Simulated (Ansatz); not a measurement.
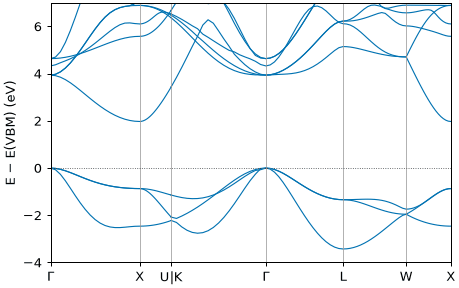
Figure: Band structure from LDA in the plane-wave PAW code Ansatz

Read off the gap and where the band edges lie.

About 2.0 eV (1.97 eV by a search for the band edges); maximum at Γ, minimum at X.

The material is CaS (rock salt, Fm-3m).

The LDA relaxation kept the symmetry of its start; phonons on a q-mesh show no instability.

Potentials: the later of the program's two PAW sets.
